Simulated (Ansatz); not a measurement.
# BCl₂F: what the fields show

Input

```
crystal:
  periodic: [false, false, false]
  atoms:
    - { symbol: B, position_ang: [0.0, 0.0, 0.0] }
    - { symbol: F, position_ang: [0.0, 0.0, 1.32] }
    - { symbol: Cl, position_ang: [1.6108, 0.0, -0.93] }
    - { symbol: Cl, position_ang: [-1.6108, 0.0, -0.93] }
basis:
  gaussian: { orbitals: def2-SVP }
hamiltonian:
  xc: b3lyp
relax:
  f_tol: 0.02
  max_steps: 40
output:
  orbitals: {}
```

Command:

```sh
ansatz run input.yaml --threads 2 --pin off --max-ram 3072MiB --backend cpu --events-out ev --progress --plain --runs-dir out
```

The fields are those of the run's last geometry, not of the input's.

These are results of Ansatz 0.2.0, RKS B3LYP/def2-SVP, not measurements.

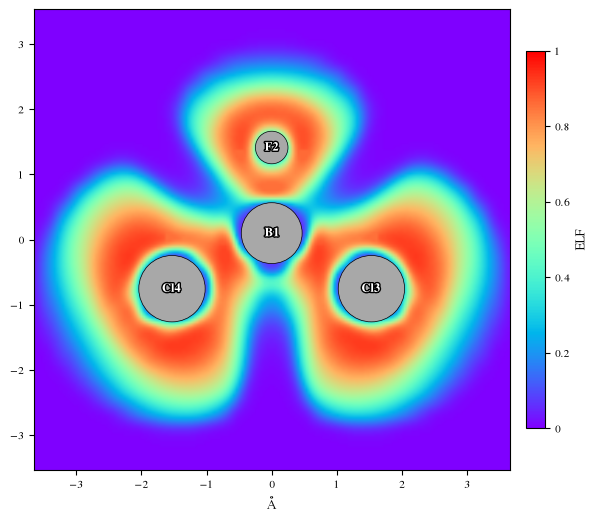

Figure 1. Electron localisation function on the molecular plane. Grey discs cover the atomic cores.

Read the bonding off the picture.

Answer.
- The plane passes through B, F and Cl nuclei.
- B–F (1.31 Å): the ELF peaks at about 0.85 between the atoms (a polar covalent bond).
- B–Cl (1.75 Å): the ELF peaks at about 0.90 between the atoms, as expected for a polar covalent bond.
- The ELF also peaks beside Cl4, Cl3 and F2, away from the bonds: lone-pair regions.

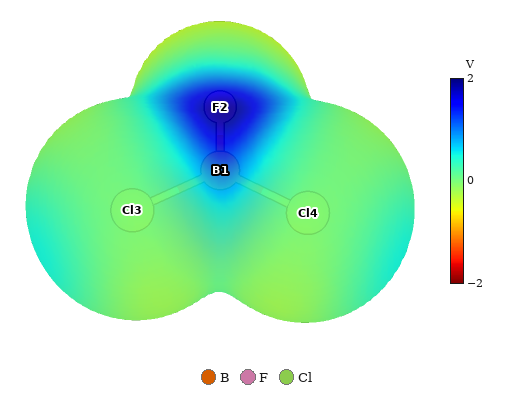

Figure 2. The electrostatic potential painted on the density surface at 0.002 e/bohr³, seen at a tilt; the colour scale runs from red (negative) to blue (positive).

Describe the electrostatic potential map.

Answer. The most negative region (about −0.4 V, or −9 kcal/mol for a unit charge) lies over F2, the most positive (about +1.9 V, or +44 kcal/mol for a unit charge) over B1. Cl3 shows a σ-hole: about +0.5 V, or +12 kcal/mol for a unit charge at the tip opposite its bond, against about −0.1 V on its flanks. Cl4 shows a σ-hole: about +0.5 V, or +12 kcal/mol for a unit charge at the tip opposite its bond, against about −0.1 V on its flanks.

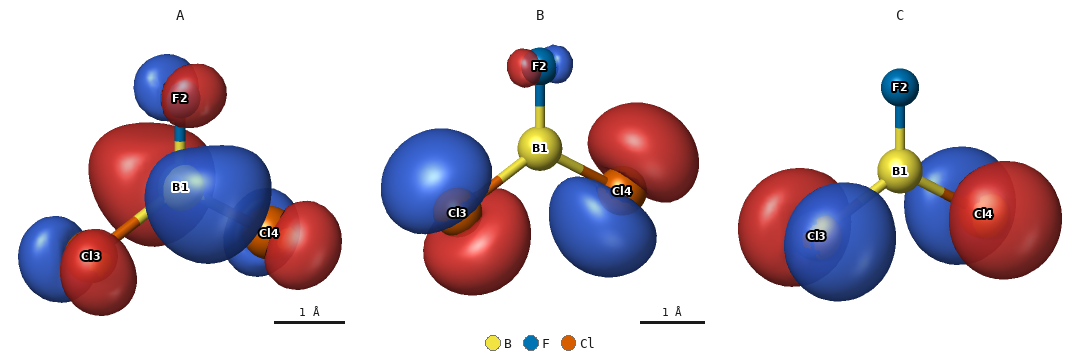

Figure 3. Three frontier orbitals at ±0.15 Å⁻³ᐟ² (blue and red are the two phases), in no order.

Which picture is the HOMO−1, the HOMO and the LUMO?

Answer. C is the HOMO−1 (−9.35 eV). Its weight (Hirshfeld) is mainly on Cl4 (about 45 %) and Cl3 (about 45 %); it changes sign across the molecular plane (π type). B is the HOMO (−8.89 eV). By Hirshfeld shares it lies mainly on Cl4 (about 45 %) and Cl3 (about 45 %); it is symmetric in the molecular plane (an in-plane orbital: σ, lone-pair or in-plane π type); largely a combination of lone pairs on Cl4 and Cl3. A is the LUMO (−0.90 eV). It lies mainly on B1 (about 55 %), Cl3 (about 15 %), Cl4 (about 15 %) and F2 (about 15 %); it changes sign across the molecular plane (π type); π-antibonding (a node) across B1–Cl3 and B1–Cl4.

What is the HOMO–LUMO gap?

Answer. 7.99 eV between the orbital energies.
